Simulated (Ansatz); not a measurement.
Mg$_{3}$Sb$_{2}$ (A-La2O3 type, space group P-3m1)

```cif
data_Mg3Sb2
_chemical_formula_sum 'Sb2 Mg3'
_space_group_name_H-M_alt 'P-3m1'
_space_group_IT_number 164
_space_group_name_Hall '-P 3 2"'
_cell_length_a 4.56691
_cell_length_b 4.56691
_cell_length_c 7.24702
_cell_angle_alpha 90.000
_cell_angle_beta 90.000
_cell_angle_gamma 120.000
loop_
_atom_site_label
_atom_site_type_symbol
_atom_site_symmetry_multiplicity
_atom_site_Wyckoff_symbol
_atom_site_fract_x
_atom_site_fract_y
_atom_site_fract_z
_atom_site_occupancy
Sb1 Sb 2 d 0.33333 0.66667 0.22875 1
Mg1 Mg 1 a 0.00000 0.00000 0.00000 1
Mg2 Mg 2 d 0.66667 0.33333 0.36646 1
```

Two coordinates are scanned: the volume, and the ratio of the stretch along z (the conventional c axis) to the stretch across it. Atoms keep their fractional coordinates.

Method: r2SCAN (plane waves to 500 eV, PAW, scalar-relativistic; Ansatz, a program for electronic structure). k mesh 12×12×7 (Γ-centred), Fermi-Dirac smearing 0.05 eV. Energies are smeared free energies. Stress and pressure are positive under compression. As the atoms are clamped, bonds stretch with the cell, which overstates energies and stresses. Mg3Sb2 was relaxed with its symmetry unable to fall. Spin-orbit coupling is left out, though Sb is heavy. ΔE is measured from the relaxed starting cell.

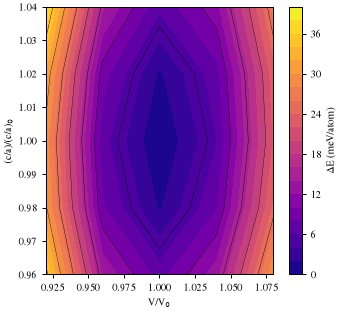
*ΔE (meV/atom) over the 5×5 grid of computed points.*

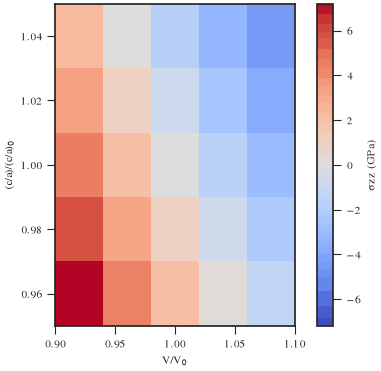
*σzz (GPa) over the 5×5 grid of computed points.*

The modulus against c/a change at fixed volume, (3/4V)·∂²E/∂(ln c/a)² (fit, atoms clamped) comes out as 39 GPa, an upper bound as the atoms could relax. Highest place on the grid: V/V₀ = 0.920, (c/a)/(c/a)₀ = 1.040 (38.1 meV/atom). Lowest place on the grid: V/V₀ = 1.000, (c/a)/(c/a)₀ = 1.000 (0.0 meV/atom).

Near the relaxed cell σzz − σxx = −2Cδ (compression positive), C being this modulus and δ the logarithm of the ratio.

(Under strain, the slope of the energy per volume gives the stress and its curvature an elastic modulus.)
